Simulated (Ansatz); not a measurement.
The relaxed structure here is a generated cell of VSi2: the first start was made by placing the elements on the sites of a structure type, and the end was not matched to a known phase here, so it may be hypothetical.

The end point of a relaxation of VSi₂. Space group Immm (No. 71). Level of theory: PBEsol (plane waves to 420 eV, PAW, scalar-relativistic; Ansatz, a first-principles code).

```cif
data_Si2V
_chemical_formula_sum 'Si2 V1'
_space_group_name_H-M_alt 'P 1'
_space_group_IT_number 1
_cell_length_a 4.35928
_cell_length_b 4.35928
_cell_length_c 4.35928
_cell_angle_alpha 146.404
_cell_angle_beta 118.237
_cell_angle_gamma 72.177
loop_
_space_group_symop_operation_xyz
  'x, y, z'
loop_
_atom_site_label
_atom_site_type_symbol
_atom_site_fract_x
_atom_site_fract_y
_atom_site_fract_z
_atom_site_occupancy
Si1 Si 0.68235 0.18235 0.50000 1
Si2 Si 0.31765 0.81765 0.50000 1
V1 V 0.00000 0.00000 0.00000 1
```

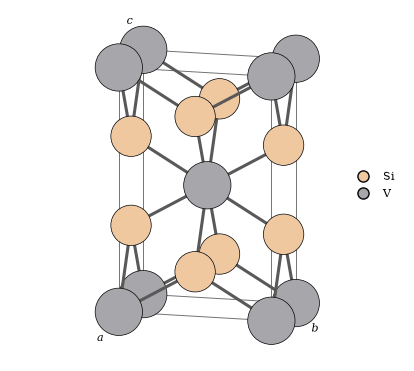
Figure: The conventional cell of the relaxed structure

For VSi2, the volume per atom is 13.24 Å³. The band gap is no gap (metallic). The magnetic moment is zero (the starting moments vanished), the shortest distances comes out as Si–Si 2.52 Å; V–V 2.52 Å; Si–V 2.57 Å and the k-mesh is 16×16×16.

Band energies at high-symmetry points (eV from the Fermi level; labels of this space group; no spin-orbit coupling), from −5 eV up to 3.1 eV:

```json
[
 {"point": "Γ", "energies": "-4.83 -4.72 -1.76 -0.71 -0.46 1.75 2.24 3.09"},
 {"point": "X", "energies": "-1.42 -0.75 2.04 2.22 2.31"},
 {"point": "F2", "energies": "-2.79 -1.09 -0.97 -0.71 0.64 1.36 2.50"},
 {"point": "Σ0", "energies": "-2.79 -1.09 -0.97 -0.71 0.64 1.36 2.50"},
 {"point": "Y0", "energies": "-2.39 -1.34 -0.87 1.99 2.23 2.44"},
 {"point": "U0", "energies": "-2.39 -1.34 -0.87 1.99 2.23 2.44"},
 {"point": "R", "energies": "-3.96 -2.41 -2.04 -1.02 -0.46 -0.15 1.81 2.45"},
 {"point": "W", "energies": "-4.86 -2.81 -0.40 -0.35 0.40 2.28 2.75"}
]
```

No spin polarisation in the result: the starting moments vanished. The relaxed primitive cell holds an odd number of electrons. A magnetic state may lie lower.

The run could not lose the symmetry of its start: the end is stationary, and may be a saddle point rather than a minimum.
